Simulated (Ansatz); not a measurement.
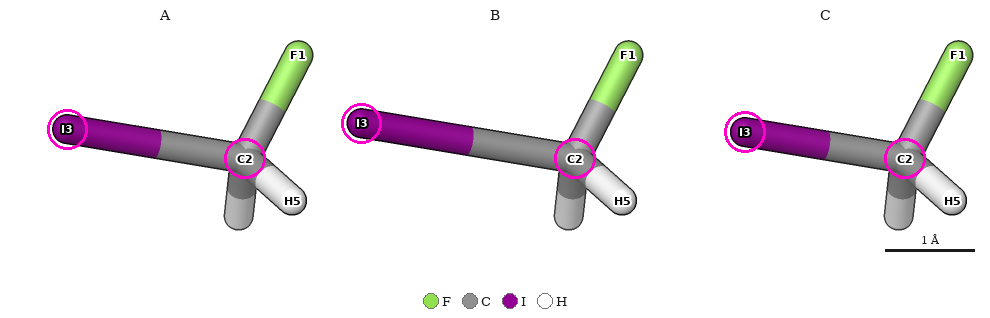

CH2FI: the C–I bond length is varied, with the rest of the molecule carried along rigidly. Style: stick. Shown at a tilt. The ringed atoms are those of the scanned coordinate.

Single-point energies from Ansatz with CCSD(T) in the def2-TZVPP basis, on geometries moved rigidly from the minimum at PBE0-D4/def2-TZVP. Coupled cluster with a frozen core. Elements past krypton carry the basis set's effective core potentials. Energies are counted from the PBE0-D4/def2-TZVP minimum geometry at the same level.

**Rank the frames from lowest to highest energy.**

Lowest first: A (the distance 2.142 Å, 0.0 kJ/mol), C (the distance 1.928 Å, 44.6 kJ/mol), B (the distance 2.571 Å, 69.9 kJ/mol). Over the whole scan: the lowest computed point lies at the distance 2.142 Å (0.0 kJ/mol). The end points stand at 44.6 kJ/mol (1.928 Å) and 69.9 kJ/mol (2.571 Å). The curvature at the lowest point is about 15 eV/Å² (2.3 mdyn/Å). The well is steeper on the short side, as for any bond. At 2.468 Å to 2.571 Å the mean-field solution behind CCSD(T) isn't stable (a lower one of broken symmetry exists), so those energies are less reliable.
